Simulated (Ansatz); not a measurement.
# A hypothetical structure for NaLi2Ta, part 2 of 2

Starting from a made-up structure for NaLi2Ta, the aim is the relaxed cell, its shortest contacts and, where a second run follows, its electronic structure.

Ansatz 0.2.0; DFT, PBE, plane-wave PAW, files of the set soft_1, scalar-relativistic, no spin, cell and ions relaxed at zero pressure; PAW set soft_1 (the session's first sound run).

So far: The structure; Relaxation of the guess. The relaxed cell has a = 5.096, c = 7.867 Å (conventional setting).

**3. Bands of the relaxed cell**

A second self-consistent run takes a narrower smearing and the mesh shown in its input; the bands follow along the standard path of the relaxed lattice.

This step: DFT, PBE, plane-wave PAW, files of the set soft_1, scalar-relativistic, no spin, bands and density of states at the relaxed cell; PAW set soft_1 (Ansatz 0.2.0).

input.yaml reads:

```yaml
crystal:
  lattice:
    - [5.0961894549, 0.0, 0.0]
    - [-2.5480947275, 4.4134295305, 0.0]
    - [0.0, 0.0, 7.8667620522]
  atoms:
    - { symbol: Ta, position: [0.6666666667, 0.3333333333, 0.75] }
    - { symbol: Ta, position: [0.3333333333, 0.6666666667, 0.25] }
    - { symbol: Na, position: [0.0, 0.0, 0.75] }
    - { symbol: Na, position: [0.0, 0.0, 0.25] }
    - { symbol: Li, position: [0.6666666667, 0.3333333333, 0.406228122] }
    - { symbol: Li, position: [0.3333333333, 0.6666666667, 0.906228122] }
    - { symbol: Li, position: [0.6666666667, 0.3333333333, 0.093771878] }
    - { symbol: Li, position: [0.3333333333, 0.6666666667, 0.593771878] }
kpoints:
  mp_grid: { grid: [8, 8, 4] }
  band_path:
    path:
      - [[0.0, 0.0, 0.0], [0.5, 0.0, 0.0], [0.33333333, 0.33333333, 0.0], [0.0, 0.0, 0.0], [0.0, 0.0, 0.5], [0.5, 0.0, 0.5], [0.33333333, 0.33333333, 0.5], [0.0, 0.0, 0.5]]
      - [[0.5, 0.0, 0.5], [0.5, 0.0, 0.0]]
      - [[0.33333333, 0.33333333, 0.0], [0.33333333, 0.33333333, 0.5]]
    npoints: 8
scf:
  occupations: { method: fermi_dirac, width: 0.03 }
  n_extra_bands: 12
hamiltonian:
  xc: pbe
  pseudopotentials: { kind: paw, azcp: { folder: soft_1 } }
output:
  forces: true
  stress: true
  write_bands: true
  dos: { projected: true }
  write_density: true
  write_potential: true
  elf: true
  volumetric_format: npy
```

Launch:

```sh
$ ansatz run input.yaml --threads 4 --pin off --max-ram 10240MiB --backend cpu --events-out ev --progress --plain --runs-dir out
```

Numbers of over 12 decimals in the logs are rounded to 6 here.

The log of the run:

```text
[...]
Crystal: 8 atoms, lattice volume = 176.937 Å³
Basis set: ecut = 420 eV, 3513 PW (Γ), exchange–correlation on 72×72×108 points (8 copies of the dense FFT grid, shifted against one another)
Bands: 40, of which v1, the nominal top of the filled ones, is band 28 counted from 1 (27 counted from 0)
Symmetry: 24 space group operations
[...]
k-points: 30 of 256
[...]
SCF iter   1: F=—  HF=-23649.716915 eV  |F-HF|=—  |Δ(HF+E_count)|=         —  Δρ=4.68e-2  dr2=1.03e1  ethr=3.10e-3  ⟨swp⟩=7.0  Hψ=4848  notcnv=0
[...]
SCF iter   9: F=-23647.464373 eV  HF=-23647.464373 eV  |F-HF|=5.49e-9  |Δ(HF+E_count)|=   1.19e-7  Δρ=6.41e-6  dr2=7.14e-8  ethr=1.79e-10  ⟨swp⟩=14.5  Hψ=7930  notcnv=0
SCF 1 converged in 9 iterations: F = -23647.464373 eV  dr2 = 7.14e-8
[...]
NSCF: frozen V_eff on 75 k-points
SCF converged after 9 iterations
Free energy (F): -23647.464373 eV
[...]
Internal energy: -23647.440824 eV  (E = F + TS)
E sigma→0 (E₀):  -23647.452599 eV
Entropy (-TS):   -0.023549 eV (-2.944 meV/atom)
Fermi energy:    4.602485 eV
[...]
--- Forces (eV/Å), atoms counted from 1 ---
  atom   1  Ta     0.00000000     0.00000000     0.00000000
  atom   2  Ta    -0.00000000    -0.00000000     0.00000000
  atom   3  Na    -0.00000000    -0.00000000     0.00000000
  atom   4  Na     0.00000000     0.00000000     0.00000000
  atom   5  Li     0.00000000     0.00000000     0.01743834
  atom   6  Li    -0.00000000    -0.00000000     0.01743834
  atom   7  Li     0.00000000     0.00000000    -0.01743834
  atom   8  Li    -0.00000000    -0.00000000    -0.01743834
  max |Σ_I F_I| component: 4.63e-18 eV/Å
--- Stress (GPa, compression-positive) ---
       -0.087724       0.000000       0.000000
        0.000000      -0.087724       0.000000
        0.000000       0.000000       0.035244
  P = ⅓ Tr σ = -0.0467 GPa (-0.467 kbar)
--- Band table (eV; the first three rows and the last of 30) ---
  k-point 0: bands = [... 24 lower, 4.2744, 4.2744, 4.3265, 4.3265, 4.6406, 4.6406, 4.9275, 5.3404, ... 8 higher]
  k-point 1: bands = [... 24 lower, 4.2017, 4.2017, 4.2618, 4.2618, 4.8325, 4.8325, 5.3029, 5.3214, ... 8 higher]
  k-point 2: bands = [... 24 lower, 4.1806, 4.1806, 4.1806, 4.1806, 5.1418, 5.1418, 5.1418, 5.1418, ... 8 higher]
  k-point 29: bands = [... 24 lower, 3.6580, 3.6580, 4.6484, 4.6484, 4.8720, 4.8720, 5.1947, 5.1947, ... 8 higher]
```

The job ended after 6.9 s (4 threads of Arm Neoverse V1, shared host; peak memory 0.65 GiB; 27 s of CPU time).

The column dr2 measures how far the density is from self-consistency, as an energy; F and HF (Harris–Foulkes) agree once it is small.

Numbers from this step:

| Quantity | Value |
| --- | --- |
| free energy | -23647.4644 eV |
| energy at zero smearing | -23647.4526 eV |
| smearing term TS | 0.02355 eV |
| Fermi energy | 4.602 eV |
| pressure | -0.04673 GPa |

From bands.tsv, the bands that come nearest the Fermi level along the path, at its corners, in eV from the Fermi level:

```tsv
point	band 25	band 26	band 27	band 28	band 29	band 30	band 31	band 32
Γ	-0.33	-0.33	-0.28	-0.28	0.04	0.04	0.33	0.74
M	-0.39	-0.31	-0.25	-0.23	-0.02	0.39	0.47	0.59
K	-0.67	-0.67	-0.40	-0.40	0.15	0.25	0.25	0.60
Γ	-0.33	-0.33	-0.28	-0.28	0.04	0.04	0.33	0.74
A	-0.42	-0.42	-0.42	-0.42	0.54	0.54	0.54	0.54
L	-0.36	-0.36	-0.13	-0.13	0.21	0.21	0.62	0.62
H	-1.04	-1.04	0.07	0.07	0.24	0.24	0.62	0.62
A	-0.42	-0.42	-0.42	-0.42	0.54	0.54	0.54	0.54
L	-0.36	-0.36	-0.13	-0.13	0.21	0.21	0.62	0.62
M	-0.39	-0.31	-0.25	-0.23	-0.02	0.39	0.47	0.59
K	-0.67	-0.67	-0.40	-0.40	0.15	0.25	0.25	0.60
H	-1.04	-1.04	0.07	0.07	0.24	0.24	0.62	0.62
```

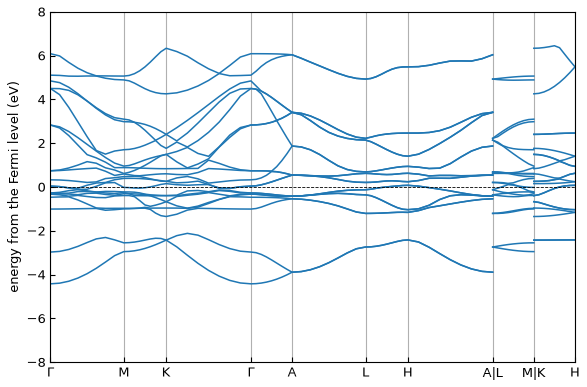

Bands along the path. 20 bands lie wholly below the window drawn.

States per cell as run, both spins, in windows of 1 eV, from dos.tsv (zero at the Fermi level): Near the top, bands beyond those computed are missing, so counts there can be too low.

```
from  to  total
  -8  -7   0.00
  -7  -6   0.00
  -6  -5   0.00
  -5  -4   0.20
  -4  -3   1.59
  -3  -2   2.20
  -2  -1   1.45
  -1   0  10.54
   0   1  10.52
   1   2   3.74
   2   3   3.83
   3   4   1.74
```

Below -8 eV lie 40.0 more states.

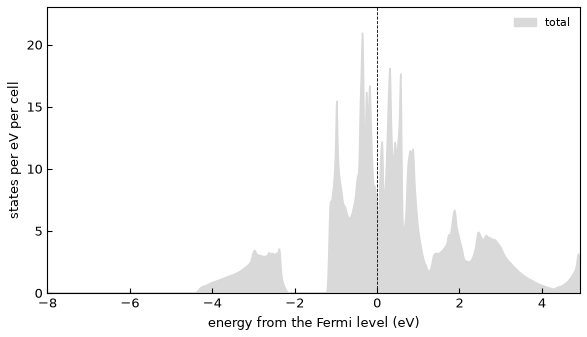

Total density of states, smoothed over about 0.04 eV.

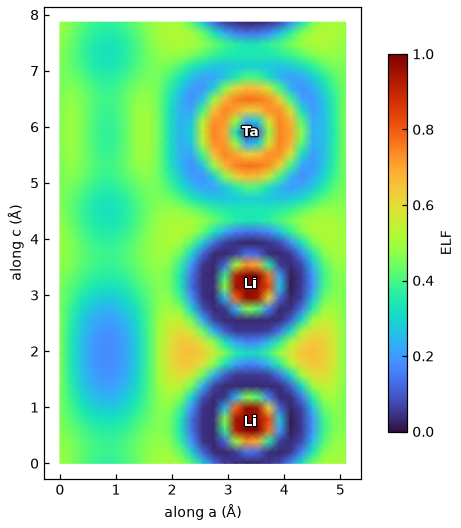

ELF in the ac plane at fractional y = 0.333, with atoms of Ta and Li within 0.2 Å of it. It is the smooth field of the valence electrons, not physical close to the nuclei.

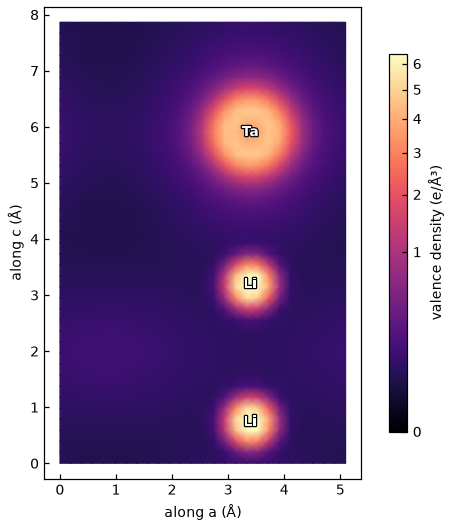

Valence density in the ac plane at fractional y = 0.333, with atoms of Ta and Li within 0.2 Å of it. It is the smooth field of the valence electrons, not physical close to the nuclei. The colour scale is stretched toward low values.

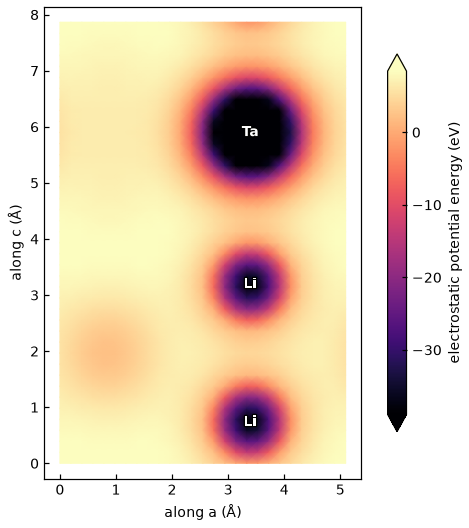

Electrostatic potential energy in the ac plane at fractional y = 0.333, with atoms of Ta and Li within 0.2 Å of it. With pseudopotentials it is smooth inside the atoms' cores, unlike the true potential.

**4. Outcome**

```json
{
  "space group, relaxed": "P6_3/mmc",
  "conventional cell": "a = 5.096, b = 5.096, c = 7.867 Å; α = 90.0°, β = 90.0°, γ = 120.0°",
  "volume per atom": "22.12 Å³ (guess 20.66)"
}
```

NaLi2Ta relaxes to P6_3/mmc with a = 5.096, b = 5.096 and c = 7.867 Å. The guessed volume was 7 % too small. The space group P6_3/mmc was held in the relaxation, so the end point is a stationary structure within it and may be a saddle against distortions or other arrangements. Bands cross the Fermi level, so it is a metal or semimetal at this level. On the 8×8×4 mesh with the narrower smearing (relaxed on 7×7×3) the largest force component is 0.017 eV/Å and the largest stress component is 0.088 GPa, against the relaxation's thresholds of 0.015 eV/Å and 0.05 GPa. The cutoff wasn't tested. Spin-orbit coupling is left out, which can matter for elements this heavy. No dispersion term is used, so weakly bound directions may come out too long. The runs have no spin, and magnetism wasn't tested. Nothing here tests whether the compound is stable against decomposition.

[Logs are printed without paths, hosts, clocks, repeated set-up lines and the standing remarks that a program may print on its own settings, such as how far it seeks lower states.]

[Hosts, paths, dates, database ids (printed as entryN), source tags and the programs' standing remarks are cut or masked in the printed files.]
